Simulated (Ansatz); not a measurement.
# FH₂O₂Si₂ (charge +1): what the fields show

```xyz
7

F     0.7937    1.3167   -1.5138
O     1.1744   -0.3164    0.6069
O     0.1902   -1.2187   -1.6063
Si    1.3609   -0.0782   -0.9799
Si   -0.9758   -2.1727   -2.0437
H     1.6488    0.1551    1.3048
H     2.6364   -0.4149   -1.6097
```

Geometry: B3LYP-D3(BJ)/def2-SVP.

These are results of isolated molecule in a Gaussian basis; Kohn-Sham density functional theory, functional PBE0 in Ansatz 0.2.0, not measurements.

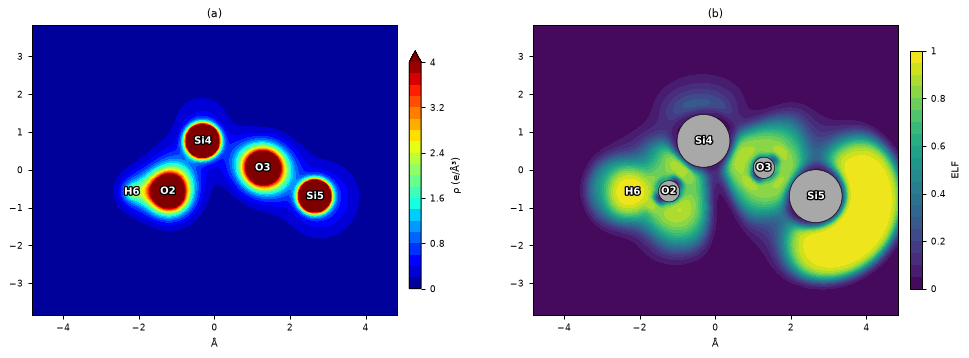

Figure 1. (a) total electron density; (b) electron localisation function on the plane of atoms O2, Si4 and O3. Grey discs cover the atomic cores in the ELF map.

### Interpret the plot.

- The section cuts through O, Si and H sites.
- Si–O (1.57 Å): ρ at the midpoint is about 1.3 e/Å³; the ELF peaks at about 0.85 between the atoms: a polar covalent bond.
- O–H (0.97 Å): ρ at the midpoint is about 3.7 e/Å³; the ELF climbs to about 1 towards the hydrogen, as it does in any bond to H: a covalent bond by its length.
- Si–O (1.62 Å): the density is about 1.2 e/Å³ at the midpoint; the ELF peaks at about 0.85 between the atoms, as expected for a short, strongly polar bond.
- Si–O (1.75 Å): the density is about 0.89 e/Å³ at the midpoint; the ELF peaks at about 0.90 between the atoms: a polar covalent bond.
- The ELF also peaks beside Si5, O2 and O3, away from the bonds: lone-pair regions.

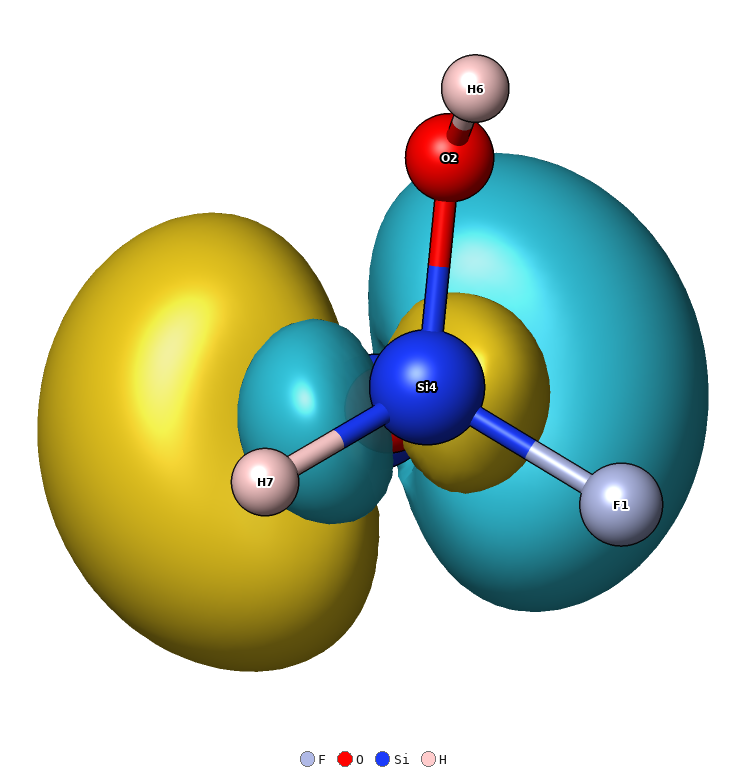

Figure 2. The LUMO at ±0.08 Å⁻³ᐟ² (yellow and cyan are the two phases), seen at an oblique angle.

### Describe this orbital and give its energy.

It lies mainly on Si5 (about 90 %) and O3 (about 10 %). Its energy is −8.24 eV.

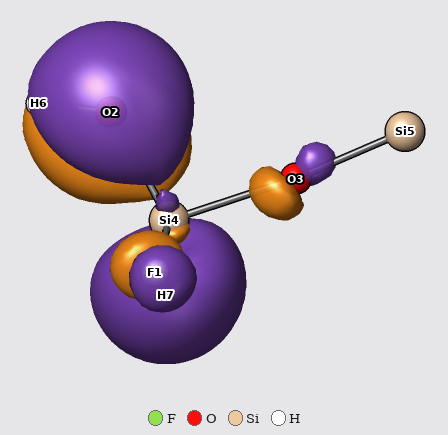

Figure 3. One frontier orbital at ±0.1 Å⁻³ᐟ² (orange and purple are the two phases), seen across its widest extent.

### Which orbital is it: HOMO or LUMO?

The HOMO, at −14.42 eV. By Hirshfeld shares it lies mainly on O2 (about 60 %), Si4 (about 15 %) and H7 (about 10 %).
